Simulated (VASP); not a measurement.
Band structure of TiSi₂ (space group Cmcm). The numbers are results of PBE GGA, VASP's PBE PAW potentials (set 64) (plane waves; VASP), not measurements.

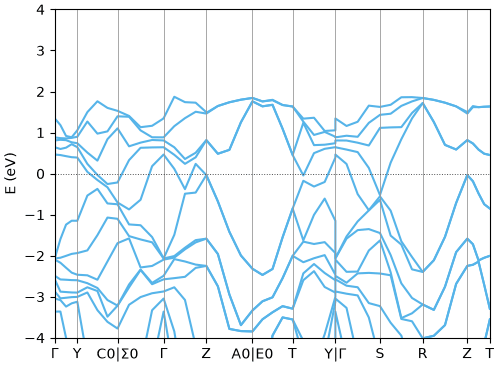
Figure: Bands along high-symmetry lines, zero at the valence-band maximum or, without a gap, the Fermi level

Problem. Read the plot: is there a gap, and where are the band edges?

Solution. It has no gap at this level: it comes out as a metal or semimetal.

The structure comes from a computed database's TiSi2 entry; how it stands against other phases isn't given here. The cell was not relaxed at this level.
